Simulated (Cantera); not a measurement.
A closed system holds: 1 mol S, 0.068 mol SO₂, 3.8 mol O₂, at 75.0 Torr.

These are equilibrium values from Cantera (NASA tables, ideal gas, pure condensed phases), not measurements of a reactor. Candidate condensed phases: S; 10 gas species. Kinetics and transport are ignored.

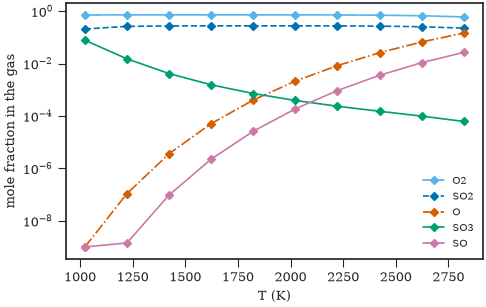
Figure. Equilibrium gas composition (values under 1e-9 drawn at 1e-9)

From 1023 K to 2823 K nothing is condensed.
